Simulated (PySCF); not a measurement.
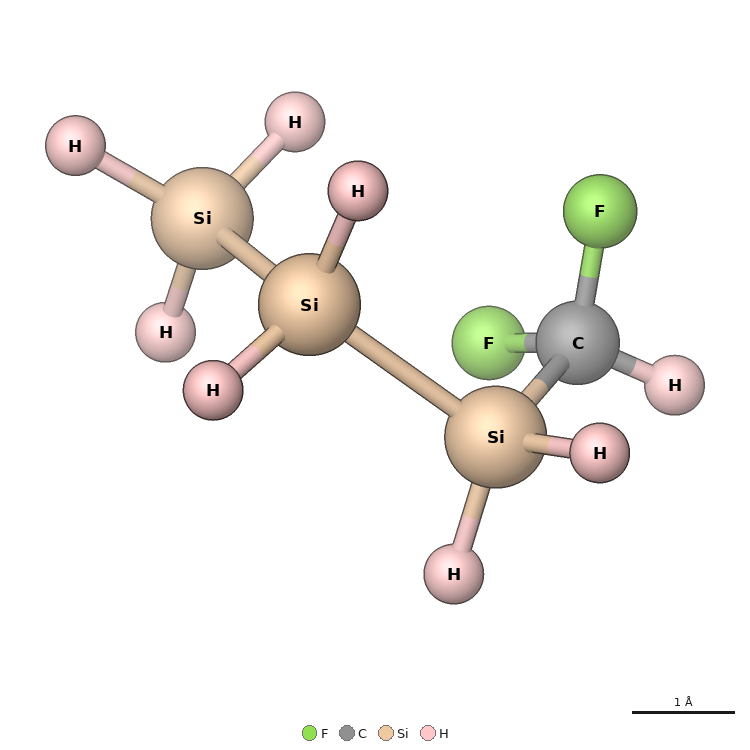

Atoms fade into the background with distance from the viewer. The computed structure is the end point of a PBE0-D3(BJ)/def2-SVP optimisation. No frequency run is at hand to confirm it as a minimum. Masses are those of the most abundant isotopes; constants are for the rigid equilibrium geometry.

> Classify the rotor and give the rotational constants (GHz).

An asymmetric top (C1): A = 2.09, B = 1.27, C = 0.976 GHz. Ray's parameter κ is −0.48, nearer the prolate limit.
